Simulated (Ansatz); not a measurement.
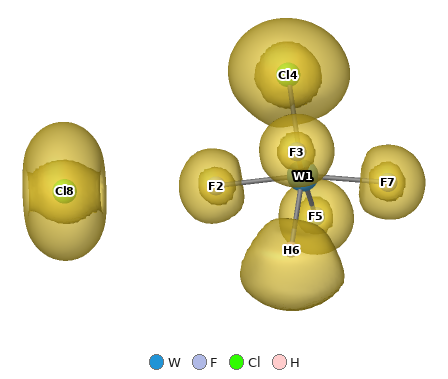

*ClF4HW···Cl (doublet). Isosurface of the ELF at 0.75 (yellow), seen at a tilt. Only the valence region is drawn (cores and ρ < 0.01 e/Å³ removed).*

Core potentials replace the inner electrons of W.

Level of theory: UHF/def2-SVP in Ansatz 0.2.0.

The calculation's input:

```
crystal:
  periodic: [false, false, false]
  atoms:
    - { symbol: W, position_ang: [0.0, 0.109634, -0.072579] }
    - { symbol: F, position_ang: [0.0, -0.082306, 1.75863] }
    - { symbol: F, position_ang: [1.809661, -0.098282, -0.07979] }
    - { symbol: Cl, position_ang: [0.0, 2.447612, 0.026771] }
    - { symbol: F, position_ang: [-1.809661, -0.098282, -0.07979] }
    - { symbol: H, position_ang: [0.0, -1.57878, 0.012718] }
    - { symbol: F, position_ang: [0.0, -0.055587, -1.884278] }
    - { symbol: Cl, position_ang: [0.0, 0.025993, 4.468319] }
magnetization:
  spin_polarized: true
  initial_magnetization: 1
basis:
  gaussian: { orbitals: def2-SVP }
hamiltonian:
  xc: hf
relax:
  f_tol: 0.03
  max_steps: 50
output:
  orbitals: {}
```

Command:

```sh
ansatz run input.yaml --threads 4 --pin off --max-ram 5120MiB --backend cpu --events-out ev --progress --plain --runs-dir out
```

The fields are those of the run's last geometry, not of the input's.

Question: Identify the bonds, lone pairs and shells in this picture.

Answer: The surface consists of one region around a hydrogen nucleus, two regions wrapped around Cl (the valence shell of each) and four regions wrapped around F (the valence shell of each). Along the contacts the grid gives the following. Cl8···F2 (3.21 Å): the ELF dips to about 0 between them: a non-bonded, intermolecular contact. W–F (1.82 Å): the ELF peaks at about 0.85 in the valence shell of F, 0.5 Å from its nucleus, and drops to about 0.25 between the two atoms.
